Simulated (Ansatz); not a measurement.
# YSi2: response to strain

Aim: deform YSi2 (zz strain of -1 %) and compute stress, forces and field gradients with LAPW, PAW and all-electron datasets made for the crystal.

Method: DFT PBEsol, scalar-relativistic, in Ansatz 0.2.0.

**1. The structure to begin with**

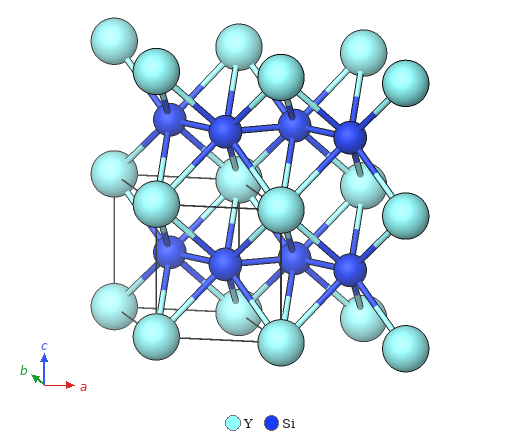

The starting structure, seen slightly off an axis (yttrium light teal, silicon blue). 2×1×2 cells are drawn. Atoms on the faces are drawn again on the opposite ones.

Structure file:

```xyz
3
Lattice="3.8300 0.0000 0.0000 -1.9150 3.3169 0.0000 0.0000 0.0000 4.1400" Properties=species:S:1:pos:R:3 pbc="T T T"
Y     0.0000    0.0000    0.0000
Si    0.0000    2.2113    2.0700
Si    1.9150    1.1056    2.0700
```

Atoms are numbered in the order of the input: Y1, Si2, Si3.

**2. After the deformation**

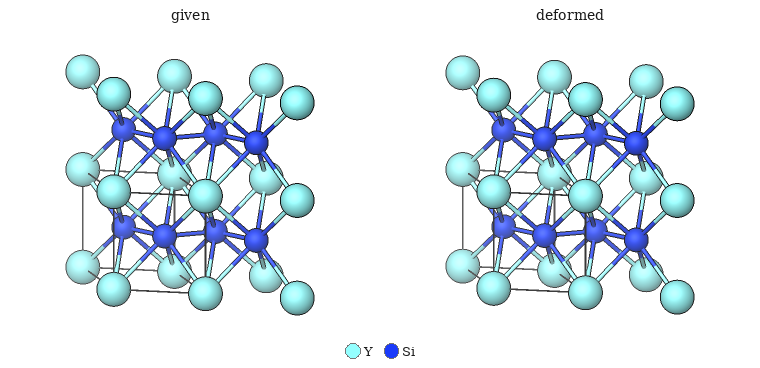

Given and deformed, at one scale.

Space group P6/mmm before, P6/mmm after.

**3. All-electron LAPW**

Input file input.yaml:

```yaml
crystal:
  lattice:
    - [3.8300011707, 0.0, 0.0]
    - [-1.9150005853, 3.3168783103, 0.0]
    - [0.0, 0.0, 4.0986]
  atoms:
    - { symbol: "Y", position: [0.0, 0.0, 0.0] }
    - { symbol: Si, position: [0.3333333333, 0.6666666667, 0.5] }
    - { symbol: Si, position: [0.6666666667, 0.3333333333, 0.5] }
kpoints:
  mp_grid: { grid: [12, 12, 10] }
  band_path:
    path:
      - [0.0, 0.0, 0.0]
      - [0.5, 0.0, 0.0]
      - [0.3333333333, 0.3333333333, 0.0]
      - [0.0, 0.0, 0.0]
      - [0.0, 0.0, 0.5]
      - [0.5, 0.0, 0.5]
      - [0.3333333333, 0.3333333333, 0.5]
      - [0.0, 0.0, 0.5]
      - [0.5, 0.0, 0.5]
    npoints: 5
scf:
  occupations: { method: fermi_dirac, width: 0.05 }
hamiltonian:
  xc: pbesol
  pseudopotentials: { kind: all_electron, lapw: { basis_error: 0.001 } }
output:
  forces: true
  stress: true
  eigenvalues: true
```

Run with:

```sh
$ ansatz run input.yaml --threads 1 --pin off --max-ram 4096MiB --backend cpu --events-out ev --progress --plain --runs-dir out
```

The program printed, shortened:

```text
LAPW: plane waves up to 8.332 Å⁻¹, error target 1.0e-3 eV per atom; small_component_spin mean_spin; Si in spheres of 1.106 Å, 12 of its electrons in bands, Dirac shells []; Y in spheres of 1.250 Å, 29 of its electrons in bands, Dirac shells []
[...]
Pseudopotentials: kind: all_electron
Pseudopotential: Y, LAPW, valence charge 29, Koelling and Harmon's equation, gaussian nucleus
Pseudopotential: Si, LAPW, valence charge 12, Koelling and Harmon's equation, gaussian nucleus
Functional definition: PBEsol
[...]
Crystal: 3 atoms, lattice volume = 52.067 Å³
Basis set: ecut = 264.46785185791407 eV, 503 PW (Γ), exchange–correlation at level 2
Bands: 32, of which v1, the nominal top of the filled ones, is band 27 counted from 1 (26 counted from 0)
Symmetry: 24 space group operations
Space group: P6/mmm (ITA 191), of the structure as read, at distance tolerance 3.7e-5 Å
k-points: 114 of 1440
[...]
SCF iter   1: F=—  HF=-107823.496773 eV  |F-HF|=—  |Δ(HF+E_count)|=         —  Δρ=2.75e-2  dr2=7.92e-1  ethr=1.49e-3  ⟨swp⟩=2.0  Hψ=23649  notcnv=0
[...]
the basis was enlarged: its passes take 169.4 KiB over the memory plan, 1 of 1 planned eigensolver slots
[...]
SCF iter   9: F=-107823.245029 eV  HF=-107823.245029 eV  |F-HF|=1.04e-8  |Δ(HF+E_count)|=   1.87e-8  Δρ=4.37e-6  dr2=1.35e-8  ethr=1.95e-10  ⟨swp⟩=2.4  Hψ=9956  notcnv=0
[...]
the search or the solves at the SCF's close seem to have found levels that the self-consistency loop had missed (the run counts 1). By its estimate they hold under 1e-12 electrons; where the run keeps them, the occupations were computed again with them
NSCF: frozen V_eff on 41 k-points
SCF converged after 9 iterations
Free energy (F): -107823.245029 eV
[...]
E sigma→0 (E₀):  -107823.237814 eV
Entropy (-TS):   -0.014428 eV (-4.809 meV/atom)
Fermi energy:    14.077057 eV
[...]
--- Forces (eV/Å), atoms counted from 1 ---
  atom   1  Y      0.00000000    -0.00000000     0.00000000
  atom   2  Si    -0.00000000    -0.00000000    -0.00000000
  atom   3  Si     0.00000000     0.00000000     0.00000000
[...]
--- Stress (GPa, compression-positive) ---
       15.772159       0.000000      -0.000000
        0.000000      15.772159      -0.000000
       -0.000000      -0.000000      -0.605803
  P = ⅓ Tr σ = 10.3128 GPa (103.128 kbar)
--- Band table (eV; the first three rows and the last of 114) ---
[...]
```

Run time: 44 s. Hardware: 1 thread of Arm Neoverse V2, shared host; peak memory 0.54 GiB.

Result: pressure 10.31 GPa; no gap.

**4. Frozen-core PAW**

Input file input.yaml:

```yaml
crystal:
  lattice:
    - [3.8300011707, 0.0, 0.0]
    - [-1.9150005853, 3.3168783103, 0.0]
    - [0.0, 0.0, 4.0986]
  atoms:
    - { symbol: "Y", position: [0.0, 0.0, 0.0] }
    - { symbol: Si, position: [0.3333333333, 0.6666666667, 0.5] }
    - { symbol: Si, position: [0.6666666667, 0.3333333333, 0.5] }
kpoints:
  mp_grid: { grid: [12, 12, 10] }
scf:
  occupations: { method: fermi_dirac, width: 0.05 }
hamiltonian:
  xc: pbesol
  pseudopotentials: { kind: paw }
output:
  forces: true
  stress: true
  eigenvalues: true
  efg: { contact_densities: true }
```

Run with:

```sh
$ ansatz run input.yaml --threads 1 --pin off --max-ram 4096MiB --backend cpu --events-out ev --progress --plain --runs-dir out
```

The program printed, shortened:

```text
Y: output.efg is read without spin–orbit coupling, which moves field gradients at and beside such atoms by some per cent and up to a factor of two; PAW files take it under magnetization.noncollinear and magnetization.spin_orbit
[...]
Pseudopotentials: kind: paw
Pseudopotential: Y, paw, valence charge 11, recommended cutoff 420 eV (normal)
Pseudopotential: Si, paw, valence charge 4, recommended cutoff 420 eV (normal)
[... 1 set-up line as earlier in the session ...]
[...]
Crystal: 3 atoms, lattice volume = 52.067 Å³
Basis set: ecut = 420 eV, 1033 PW (Γ), exchange–correlation on 54×54×60 points (8 copies of the dense FFT grid, shifted against one another)
Bands: 14, of which v1, the nominal top of the filled ones, is band 10 counted from 1 (9 counted from 0)
[... 2 set-up lines as earlier in the session ...]
k-points: 114 of 1440
[...]
--- Stress (GPa, compression-positive) ---
       15.852400      -0.000000      -0.000000
        0.000000      15.852400      -0.000000
       -0.000000      -0.000000      -0.600532
  P = ⅓ Tr σ = 10.3681 GPa (103.681 kbar)
--- PAW observables at the nuclei: V_zz in 10²¹ V/m², potentials from the cell's mean, atoms counted from 1 ---
  atom   1  Y  V_zz =    -0.451743   η = 0.0000   by run symmetry: allowed
            electrostatic potential = -5717.919080 V   contact ρ = 443141.272626 e/Å³
  atom   2  Si V_zz =    -0.690742   η = 0.0000   by run symmetry: allowed
            electrostatic potential = -1364.745836 V   contact ρ = 12760.335819 e/Å³
  atom   3  Si V_zz =    -0.690742   η = 0.0000   by run symmetry: allowed
            electrostatic potential = -1364.745836 V   contact ρ = 12760.335819 e/Å³
--- Band table (eV; the first three rows and the last of 114) ---
  k-point 0: bands = ["-30.1640", "-10.3122", "-10.1499", "-10.1499", "-0.7634", "8.8041", "8.8041", "9.1152", "10.1589", "12.3128", "13.4009", "13.4009", "14.7787", "14.7787"]
[...]
```

Wall time 6.5 s (1 thread of Arm Neoverse V2, shared host); peak memory 0.38 GiB.

In short: pressure 10.37 GPa; no gap; Vzz Y1 -0.45 (η = 0.00), Si2 -0.69 (η = 0.00) (10²¹ V/m²).

**5. All-electron PAW on datasets made for the crystal**

Edit input.yaml of step 4 so:

```diff
@@ -15,3 +15,3 @@
   xc: pbesol
-  pseudopotentials: { kind: paw }
+  pseudopotentials: { kind: all_electron, datasets: crystal }
 output:
```

Run with:

```sh
$ ansatz run input.yaml --threads 1 --pin off --max-ram 4096MiB --backend cpu --events-out ev --progress --plain --runs-dir out
```

The program printed, shortened:

```text
[...]
Y: output.efg is read without spin–orbit coupling, which moves field gradients at and beside such atoms by some per cent and up to a factor of two; PAW files take it under magnetization.noncollinear and magnetization.spin_orbit
[...]
[... 1 set-up line as earlier in the session ...]
Pseudopotential: Y, paw, valence charge 11, recommended cutoff 220 eV (normal), Koelling and Harmon's equation, gaussian nucleus
Pseudopotential: Si, paw, valence charge 4, recommended cutoff 220 eV (normal), Koelling and Harmon's equation, gaussian nucleus
[... 1 set-up line as earlier in the session ...]
[...]
Crystal: 3 atoms, lattice volume = 52.067 Å³
Basis set: ecut = 220 eV, 393 PW (Γ), exchange–correlation on 40×40×40 points (8 copies of the dense FFT grid, shifted against one another)
Bands: 14, of which v1, the nominal top of the filled ones, is band 10 counted from 1 (9 counted from 0)
[... 1 set-up line as earlier in the session ...]
[...]
--- Stress (GPa, compression-positive) ---
       15.766794       0.000000      -0.000000
        0.000000      15.766794      -0.000000
       -0.000000      -0.000000      -0.610405
  P = ⅓ Tr σ = 10.3077 GPa (103.077 kbar)
--- PAW observables at the nuclei: V_zz in 10²¹ V/m², potentials from the cell's mean, atoms counted from 1 ---
  atom   1  Y  V_zz =    -0.446701   η = 0.0000   by run symmetry: allowed
            electrostatic potential = -5716.007199 V   contact ρ = 443206.068490 e/Å³
  atom   2  Si V_zz =    -0.822108   η = 0.0000   by run symmetry: allowed
            electrostatic potential = -1363.039474 V   contact ρ = 12769.237541 e/Å³
  atom   3  Si V_zz =    -0.822108   η = 0.0000   by run symmetry: allowed
            electrostatic potential = -1363.039474 V   contact ρ = 12769.237541 e/Å³
--- Band table (eV; the first three rows and the last of 114) ---
  k-point 0: bands = ["-28.2980", "-8.4446", "-8.2822", "-8.2822", "1.1025", "10.6696", "10.6696", "10.9805", "12.0278", "14.1772", "15.2706", "15.2706", "16.6483"]
[...]
```

Wall time 12 s (1 thread of Arm Neoverse V2, shared host); peak memory 0.47 GiB.

Result: pressure 10.31 GPa; no gap; Vzz Y1 -0.45 (η = 0.00), Si2 -0.82 (η = 0.00) (10²¹ V/m²).

**6. Stress and forces compared**

Stress (GPa, compression positive):

```csv
method,xx,yy,zz,yz,xz,xy
LAPW,15.77,15.77,-0.61,0.00,0.00,0.00
PAW,15.85,15.85,-0.60,0.00,0.00,0.00
crystal datasets,15.77,15.77,-0.61,0.00,0.00,0.00
```

```
          method  pressure (GPa)  Vzz Y1 (10²¹ V/m²)  Vzz Si2 (10²¹ V/m²)  SCF cycles, by the record's count
            LAPW           10.31                   –                    –                                  9
             PAW           10.37               -0.45                -0.69                                  7
crystal datasets           10.31               -0.45                -0.82                                  8
```

**7. Summary of results**

| quantity | value |
| --- | --- |
| pressure | LAPW 10.31, PAW 10.37, crystal datasets 10.31 GPa |
| largest shear or deviatoric stress (LAPW) | 10.92 GPa |

In words: The largest part of the stress beyond the pressure is 10.92 GPa in size, in the zz component; the atoms are carried along and not relaxed. No run of the undeformed cell stands beside it, so pressure and stress hold what the given cell had before the change, as far as its symmetry allows. PAW: stress within 0.09 GPa of LAPW. Crystal datasets: stress within 0.01 GPa of LAPW.
